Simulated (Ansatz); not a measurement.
**C₃H₅ClSi: small, medium and large basis sets**

Aim: see how fast density functionals converge with the basis set for C₃H₅ClSi.

Method: one geometry, several basis sets; program: Ansatz 0.2.0, Gaussian basis.

Levels to be run: PBE0-D4/def2-SVP; ωB97M-V/def2-SVP; PBE0-D4/def2-QZVPP; ωB97M-V/def2-QZVPP; the functionals' def2-TZVPP values are taken from earlier runs.

### 1 The geometry

The geometry comes from an earlier relaxation with PBE0-D4 in a triple-zeta def2 set; it is a stationary point, not always the lowest conformer.

SMILES `ClC1=CC[SiH2]1`, 10 atoms, charge 0, spin multiplicity 1.

Atoms are counted from 1 here; the program's logs count them from 0.

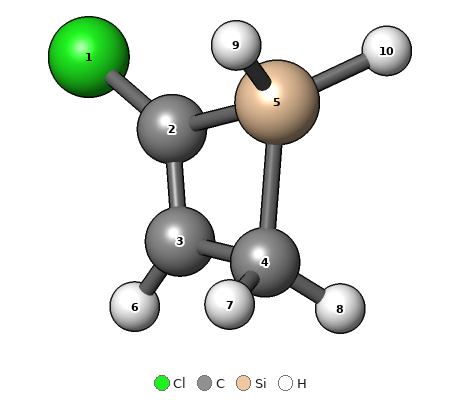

The structure; chlorine green, carbon grey, silicon light orange, hydrogen white; atoms are numbered from 1 in the order of the file.

### 2 PBE0-D4 in def2-SVP

The input, in.yaml:

```yaml
crystal:
  periodic: [false, false, false]
  atoms:
    - {symbol: Cl, position_ang: [-0.332847, 0.192729, 2.899146]}
    - {symbol: C, position_ang: [-0.134001, 0.079872, 1.206202]}
    - {symbol: C, position_ang: [0.043126, -1.029941, 0.474059]}
    - {symbol: C, position_ang: [0.167348, -0.592623, -0.972985]}
    - {symbol: Si, position_ang: [-0.058239, 1.166750, -0.300806]}
    - {symbol: H, position_ang: [0.090928, -2.056853, 0.832979]}
    - {symbol: H, position_ang: [1.134383, -0.826829, -1.424329]}
    - {symbol: H, position_ang: [-0.624043, -0.977214, -1.620686]}
    - {symbol: H, position_ang: [1.095172, 2.098699, -0.411360]}
    - {symbol: H, position_ang: [-1.298628, 1.894309, -0.679219]}
basis:
  gaussian: {orbitals: def2-SVP}
hamiltonian: {xc: pbe0, dispersion: d4}
output: {orbitals: {seedname: orbitals}}
```

Launch:

```console
> ansatz run in.yaml --threads 4 --pin off --events-out ev --progress --plain --max-ram 10444MiB
```

After this run come: ωB97M-V in def2-SVP; PBE0-D4 in def2-QZVPP; ωB97M-V in def2-QZVPP.

**Question.** What will the summary of the whole plan be? Wanted: PBE0-D4: double and triple zeta above quadruple; ωB97M-V: double and triple zeta above quadruple.

**Answer**, as computed:

```
                                       quantity           value
PBE0-D4: double and triple zeta above quadruple  11.40, 0.81 eV
ωB97M-V: double and triple zeta above quadruple  11.48, 0.76 eV
```

What this shows: PBE0-D4 gains 10.60 eV from double to triple zeta, then 0.81 eV more. Total energies overstate the basis error of differences, where much of it tends to cancel. The LUMO of ωB97M-V is positive and keeps falling with the basis (1.98 to 1.21 eV): an unbound level that the basis holds in place.
